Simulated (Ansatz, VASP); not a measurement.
# Cu in two plane-wave programs

One calculation is typed for both programs; each brings its own data sets and cutoff. How far apart do they land? The cell is a member of a volume series, scaled by 0.9 from a relaxed one, so a pressure remains.

Calculated with Ansatz 0.2.0; plane waves, with VASP 6.6.1 beside it; single point at LDA.

### 1. The structure

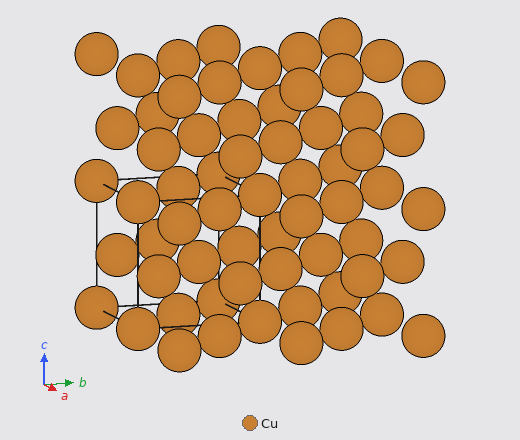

The starting structure, seen slightly off an axis (copper orange). 2×2×2 cells are drawn. This picture shows the conventional cell, with its axes. Some periodic images of atoms are drawn too.

### 2. Ansatz: single point, LDA

Ansatz runs on its default PAW (the set named soft_2) files.

A single point gives forces, pressure and levels at one fixed geometry, so differences don't come from the geometry; what else differs is listed under the comparison.

Input file input.yaml:

```yaml
crystal:
  lattice:
    - [0.0, 1.70066207, 1.70066207]
    - [1.70066207, 0.0, 1.70066207]
    - [1.70066207, 1.70066207, 0.0]
  atoms:
    - { symbol: Cu, position: [0.0, 0.0, 0.0] }
hamiltonian:
  xc: lda
  pseudopotentials: { kind: paw }
kpoints:
  mp_grid: { grid: [22, 22, 22] }
scf:
  occupations: { method: methfessel_paxton, width: 0.15 }
  n_extra_bands: 4
output:
  forces: true
  stress: true
  eigenvalues: true
```

Launch:

```
> ansatz run input.yaml --threads 2 --pin off --max-ram 4608MiB --backend cpu --events-out ev --progress --plain --runs-dir out
```

Numbers of over 12 decimals in the logs are rounded to 6 here.

Log:

```text
scf.n_extra_bands = 4 over 10 filled bands (N_el = 19.0): the run solves 14 bands
Engine: ansatz 0.2.0, x86_64-unknown-linux-gnu
Pseudopotentials: kind: paw
Pseudopotential: Cu, paw, valence charge 19, recommended cutoff 420 eV (normal), Cu.paw.azcp
Functional definition: SPW92
  exchange = slater_x
  correlation = pw_c
Crystal: 1 atoms, lattice volume = 9.837 Å³
Basis set: ecut = 420 eV, 181 PW (Γ)
Bands: 14, of which v1, the nominal top of the filled ones, is band 10 counted from 1 (9 counted from 0)
Symmetry: 48 space group operations
Space group: Fm-3m (ITA 225), of the structure as read, at distance tolerance 2.1e-5 Å
k-points: 328 of 10648
Non-local potential: Cu, projectors of the file, l = 0: 3, l = 1: 2, l = 2: 3, l = 3: 1
PAW form: soft (Blöchl's): semilocal exchange-correlation on the pseudo side does not see the compensation charge
PAW frozen core: Cu, regenerated for the run's functional, and the local potential with it (the file was generated under x = pbe(κ = 0.804, μ = 0.219515), c = pbe(β = 0.066725))
PAW one-centre angular grid: Cu, 590 points (default); XC on 64 Gauss nodes
Initial density: superposition of atomic densities (neutral atoms: chi_scale 0, normalization atom), corrected by the library's trained network
Initial wavefunctions: pseudopotential atomic-orbital guess
Functional: x = slater, c = lda
SCF iter   1: F=—  HF=-6555.654663 eV  |F-HF|=—  |Δ(HF+E_count)|=         —  Δρ=2.15e-2  dr2=1.88e-2  ethr=1.77e-3  ⟨swp⟩=4.9  Hψ=23369  notcnv=0
preconditioner: auto → none  [metal: Δε(μ)=0.042 eV  Ē_g=19.268 eV  σ=0.150 eV  W_gap=0.24  n_scr=0 (ndim 8)  ℏωp=39.3 eV  f_vac=0.000  D(μ)=0.29/eV (n_scr^D=0)]
SCF iter   2: F=—  HF=-6555.656795 eV  |F-HF|=—  |Δ(HF+E_count)|=   2.13e-3  S|Δr|=    0.00e0  Δρ=2.13e-2  dr2=2.54e-2  ethr=9.90e-5  ⟨swp⟩=2.6  Hψ=11268  notcnv=0  defer=117
SCF iter   3: F=—  HF=-6555.648904 eV  |F-HF|=—  |Δ(HF+E_count)|=   7.89e-3  S|Δr|=    0.00e0  Δρ=2.25e-3  dr2=1.42e-4  ethr=9.90e-5  ⟨swp⟩=2.0  Hψ=7303  notcnv=0  defer=117
SCF iter   4: F=—  HF=-6555.648881 eV  |F-HF|=—  |Δ(HF+E_count)|=   2.27e-5  S|Δr|=    0.00e0  Δρ=4.04e-4  dr2=7.11e-6  ethr=7.46e-7  ⟨swp⟩=1.2  Hψ=5385  notcnv=0  defer=117
SCF iter   5: F=—  HF=-6555.648871 eV  |F-HF|=—  |Δ(HF+E_count)|=   9.38e-6  S|Δr|=    0.00e0  Δρ=1.08e-5  dr2=6.48e-9  ethr=5.26e-10  ⟨swp⟩=5.4  Hψ=22903  notcnv=0
SCF iter   6: F=-6555.648871 eV  HF=-6555.648871 eV  |F-HF|=1.09e-11  |Δ(HF+E_count)|=   5.48e-9  S|Δr|=    0.00e0  Δρ=7.08e-7  dr2=2.58e-11  ethr=3.41e-11  ⟨swp⟩=2.0  Hψ=15680  notcnv=0
SCF 1 converged in 6 iterations: F = -6555.648871 eV  dr2 = 2.58e-11
  greatest PAW one-centre occupation: 1.000 electrons in one spin orbital (limit 2), on the Cu atom at site 0 (counted from 0), in its partial waves of l = 0
SCF converged after 6 iterations
Stability not checked: this state was not tested for a lower state beside it, because cold or Methfessel-Paxton smearing, or corrected tetrahedra, fill the levels in a way that the test cannot read (fill_not_monotonic; see scf.lower_state_search)
Free energy (F): -6555.648871 eV
Harris-Foulkes:  -6555.648871 eV  (|F-HF|=1.09e-11)
Internal energy: -6555.648935 eV  (E = F + TS)
E sigma→0 (E₀):  -6555.648887 eV
Entropy (-TS):   0.000063 eV (0.063 meV/atom)
Fermi energy:    20.708345 eV
--- Per-component energies (eV) ---
  E_band       = -292.449759
  E_kinetic    = 303.312213
  E_local      = -3710.752514  (includes V_loc(G=0)·N_el)
  E_nonlocal   = 393.065574
  E_hartree    = 1644.373454
  E_xc         = -90.988099
  E_vxc        = -118.037333  (∫ρ·V_xc dr)
  E_paw        = -1591.568083  (= ΣΔE_a)
  E_vpaw       = -448.785146  (= ΣTr[D̂ρ^β])
  E_aug_tail   = 0.000310  (compensation charges beyond the density's cutoff)
  E_ewald      = -3503.541451
  E_core_change = 0.449660  (= ΣΔE_core)
  E_smearing   = 0.000063  (= −TS)
  E_closure    = -0.000000  (closes the sum)
  Σ components = -6555.648871   (vs F -6555.648871, Δ=0.00e0)
--- Forces (eV/Å), atoms counted from 1 ---
  atom   1  Cu     0.00000000     0.00000000    -0.00000000
  max |Σ_I F_I| component: 4.52e-32 eV/Å
--- Stress (GPa, compression-positive) ---
       24.740219      -0.000000       0.000000
       -0.000000      24.740219       0.000000
       -0.000000       0.000000      24.740219
  P = ⅓ Tr σ = 24.7402 GPa (247.402 kbar)
--- Band table (eV; the first three rows and the last of 328) ---
  k-point 0: bands = [... 6 lower, 16.9723, 16.9723, 18.0983, 18.0983, 44.8044, 48.5707, 48.5707, 48.5707]
  k-point 1: bands = [... 6 lower, 16.9917, 16.9917, 18.0900, 18.0900, 44.5150, 47.3059, 48.3182, 48.3182]
  k-point 2: bands = [... 6 lower, 17.0448, 17.0448, 18.0701, 18.0701, 43.1395, 46.1377, 47.7922, 47.7922]
  k-point 327: bands = [... 6 lower, 16.5030, 18.0522, 19.0524, 26.8661, 28.3138, 29.9185, 31.1861, 50.2003]
```

Elapsed: 2.9 s, on 2 threads of AMD EPYC 7B13 (Zen 3), shared host; peak memory 0.39 GiB; 4.1 s of CPU time.

The run ends at a pressure of 24.74 GPa.

### 3. VASP: single point, LDA

The same cell, functional (in two slightly different forms), mesh and smearing now go to VASP, with its own data sets and cutoff.

Lines of VASP's logs that name or quote its potential files are left out, and so is its time.

The input asks for a relaxation, which ended at its first step since no free force or stress exceeded the threshold; so it serves as a single point.

Input file INCAR:

```
SYSTEM = Cu
PREC = Accurate
ENCUT = 500
EDIFF = 1E-07
NELM = 100
ISMEAR = 1
SIGMA = 0.15
LREAL = .FALSE.
ALGO = Normal
GGA = CA
NBANDS = 11
LASPH = .TRUE.
LORBIT = 11
LWAVE = .FALSE.
LCHARG = .FALSE.
KPAR = 4
IBRION = 2
NSW = 50
ISIF = 4
EDIFFG = -0.003
```

Input file POSCAR:

```
Cu
1.0
    0.0000000000      1.7006620694      1.7006620694
    1.7006620694      0.0000000000      1.7006620694
    1.7006620694      1.7006620694      0.0000000000
Cu
1
Direct
    0.0000000000      0.0000000000      0.0000000000
```

Input file KPOINTS:

```
Automatic mesh
0
Gamma
22 22 22
0 0 0
```

PAW data sets: Cu (LDA family, release 64).

Launch:

```
> mpirun -np 4 vasp_std
```

Log:

```text
[banner, memory and clock lines left out]
running    4 mpi-ranks, on    1 nodes
 distrk:  each k-point on    1 cores,    4 groups
 distr:  one band on    1 cores,    1 groups

 POSCAR found type information on POSCAR Cu
 POSCAR found :  1 types and       1 ions
 LDA part: xc-table for (Slater(with rela. corr.)+CA(PZ))
 , standard interpolation
 POSCAR, INCAR and KPOINTS ok, starting setup
 FFT: planning ... GRIDC
 FFT: planning ... GRID_SOFT
 FFT: planning ... GRID
 WAVECAR not read
 entering main loop
       N       E                     dE             d eps       ncg     rms          rms(c)
DAV:   1     0.384742097988E+02    0.38474E+02   -0.53723E+03  8046   0.176E+03
DAV:   2    -0.460548620245E+01   -0.43080E+02   -0.40077E+02  7380   0.209E+02
DAV:   3    -0.565866588047E+01   -0.10532E+01   -0.10489E+01  8213   0.389E+01
DAV:   4    -0.566497928112E+01   -0.63134E-02   -0.63125E-02  8046   0.264E+00
DAV:   5    -0.566504012875E+01   -0.60848E-04   -0.60848E-04  8245   0.258E-01    0.810E+00
DAV:   6    -0.492119999803E+01    0.74384E+00   -0.13425E+01  8330   0.798E+01    0.300E+00
DAV:   7    -0.465117496510E+01    0.27003E+00   -0.17738E+00  8333   0.288E+01    0.742E-01
DAV:   8    -0.462991076322E+01    0.21264E-01   -0.81908E-03  9738   0.103E+00    0.240E-01
DAV:   9    -0.462871877618E+01    0.11920E-02   -0.47337E-03  8910   0.130E+00    0.137E-02
DAV:  10    -0.462873282723E+01   -0.14051E-04   -0.22929E-05  7495   0.621E-02    0.493E-03
DAV:  11    -0.462873426888E+01   -0.14416E-05   -0.61752E-07  8501   0.155E-02    0.491E-04
DAV:  12    -0.462873426605E+01    0.28231E-08   -0.79248E-09  4499   0.122E-03
   1 F= -.46287343E+01 E0= -.46287693E+01  d E =-.462873E+01
 curvature:   0.00 expect dE= 0.000E+00 dE for cont linesearch  0.000E+00
 trial: gam= 0.00000 g(F)=  0.938E-63 g(S)=  0.807E-32 ort = 0.000E+00 (trialstep = 0.100E+01)
 search vector abs. value=  0.100E-09
 reached required accuracy - stopping structural energy minimisation
```

OUTCAR, selected parts (step 3):

```text
ion  position               nearest neighbor table
   1  0.000  0.000  0.000-

  LATTYP: Found a face centered cubic cell.
 ALAT       =     3.4013241388

 Subroutine GETGRP returns: Found 48 space group operations
 (whereof 48 operations were pure point group operations)

The static configuration has the point symmetry O_h .

 Found    328 irreducible k-points:

   k-points           NKPTS =    328   k-points in BZ     NKDIM =    328   number of bands    NBANDS=     11

   dimension x,y,z NGX =    18 NGY =   18 NGZ =   18
   dimension x,y,z NGXF=    36 NGYF=   36 NGZF=   36

   ENCUT  =  500.0 eV  36.75 Ry    6.06 a.u.   4.39  4.39  4.39*2*pi/ulx,y,z

   NELECT =      11.0000    total number of electrons

 k-points in reciprocal lattice and weights: Automatic mesh
   0.00000000  0.00000000  0.00000000       0.000
   0.04545455  0.00000000  0.00000000       0.001
   0.09090909  0.00000000  0.00000000       0.001
   0.13636364  0.00000000  0.00000000       0.001
   0.18181818  0.00000000  0.00000000       0.001
   0.22727273  0.00000000  0.00000000       0.001
   0.27272727  0.00000000  0.00000000       0.001
   0.31818182  0.00000000  0.00000000       0.001
   0.36363636  0.00000000  0.00000000       0.001
[...]
-0.27272727  0.45454545  0.22727273       0.002
  -0.27272727  0.50000000  0.22727273       0.001

 average (electrostatic) potential at core
       1 -62.5331

 E-fermi :   9.9212

 k-point     1 :       0.0000    0.0000    0.0000
  band No.  band energies     occupation
    ...
      2       6.1684      2.00000
      3       6.1684      2.00000
      4       6.1684      2.00000
      5       7.2796      2.00000
      6       7.2796      2.00000
      7      33.9579      0.00000
      8      37.9342      0.00000
      9      37.9342      0.00000
     10      37.9342      0.00000
     11      40.7574      0.00000

 k-point     2 :       0.0455    0.0000    0.0000
  band No.  band energies     occupation
    ...
      2       6.1462      2.00000
      3       6.1875      2.00000
      4       6.1875      2.00000
      5       7.2714      2.00000
      6       7.2714      2.00000
      7      33.6841      0.00000
      8      36.6550      0.00000
      9      37.6882      0.00000
     10      37.6882      0.00000
     11      41.1063      0.00000

 k-point     3 :       0.0909    0.0000    0.0000
  band No.  band energies     occupation
    ...
      2       6.0839      2.00000
      3       6.2399      2.00000
      4       6.2399      2.00000
      5       7.2516      2.00000
      6       7.2516      2.00000
      7      32.3791      0.00000
      8      35.4044      0.00000
      9      37.1719      0.00000
     10      37.1719      0.00000
     11      41.8945      0.00000

  Total        1.5650364      1.5650364      1.5650364     -0.0000000      0.0000000      0.0000000
  in kB      254.8889103    254.8889103    254.8889103     -0.0000000      0.0000000      0.0000000
  external PRESSURE =     254.8889103 kB  Pullay stress =       0.0000000 kB

  energy-cutoff  :      500.00
  volume of cell :        9.84
      direct lattice vectors                 reciprocal lattice vectors
     0.000000000  1.700662069  1.700662069    -0.294003147  0.294003147  0.294003147
     1.700662069  0.000000000  1.700662069     0.294003147 -0.294003147  0.294003147
     1.700662069  1.700662069  0.000000000     0.294003147  0.294003147 -0.294003147

 POSITION                                       TOTAL-FORCE (eV/Angst)
 -----------------------------------------------------------------------------------
      0.00000      0.00000      0.00000        -0.000000     -0.000000      0.000000
 -----------------------------------------------------------------------------------
    total drift:                                0.000000      0.000000      0.000000

  FREE ENERGIE OF THE ION-ELECTRON SYSTEM (eV)
  ---------------------------------------------------
  free  energy   TOTEN  =        -4.6287342661 eV

  energy  without entropy=       -4.6288392619  energy(sigma->0) =       -4.62876926

 reached required accuracy - stopping structural energy minimisation

 total charge
# of ion       s       p       d       tot
------------------------------------------
    1        0.521   0.533   9.211  10.265

[... 3 further parts left out ...]
```

CONTCAR:

```
Cu
   1.00000000000000
     0.0000000000000000    1.7006620694000001    1.7006620694000001
     1.7006620694000001    0.0000000000000000    1.7006620694000001
     1.7006620694000001    1.7006620694000001    0.0000000000000000
  Cu
     1
Direct
     0.0000000000000000    0.0000000000000000    0.0000000000000000
```

### 4. Side by side

Known differences besides the PAW data sets themselves: the two LDA forms differ slightly; the data sets hold 19 valence electrons in Ansatz (default PAW (the set named soft_2) files) and 11 in VASP; the cutoff is 420 eV in Ansatz and 500 eV in VASP; Ansatz makes its cores anew for this functional, VASP keeps those of its LDA data sets. Total energies have different zeros and are not compared.

Both answers:

| quantity | Ansatz | VASP | difference |
| --- | --- | --- | --- |
| pressure (GPa) | 24.74 | 25.49 | -0.75 |

Ansatz's pressure holds a Pulay correction of 0.15 GPa; VASP's holds none.

### 5. What came out

```json
{
 "difference in pressure (single point, LDA, volume scaled by 0.9)": "-0.75 GPa"
}
```

The difference in pressure is -0.75 GPa (single point, LDA), within the 1 GPa picked in this series as the mark of a large difference. How closely two codes agree says nothing of how well the functional describes the real material.

[Lines on the potential files, build, host, timing and source positions are cut from VASP's logs without a mark.]

[Logs are printed without paths, hosts, clocks, repeated set-up lines and the standing remarks that a program may print on its own settings, such as how far it seeks lower states.]

[Hosts, paths, dates, database ids (printed as entryN), source tags and the programs' standing remarks are cut or masked in the printed files.]
